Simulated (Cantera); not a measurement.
Input: 1 mol NaOH, 0.19 mol C, 2 mol CO2, equilibrated at 71000 Pa.

These are equilibrium values from Cantera (NASA tables, ideal gas, pure condensed phases), not measurements of a reactor. Candidate condensed phases: C, C6H6, C7H8, C8H18, H2O, Na, NaOH, NaO2, Na2CO3, Na2O, Na2O2; 117 gas species. Rates play no part.

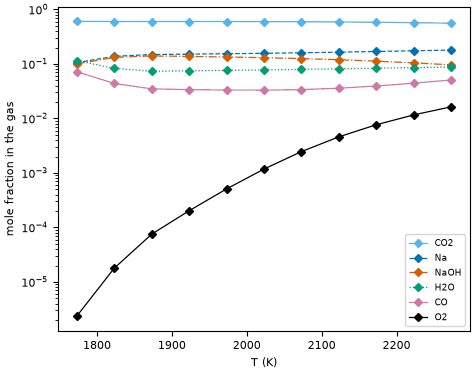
*Equilibrium gas composition (values under 1e-9 drawn at 1e-9)*

From 1773 K to 1823 K the condensed part is Na2CO3(l). From 1873 K to 2273 K nothing is condensed. The main Na-bearing gas is Na throughout.
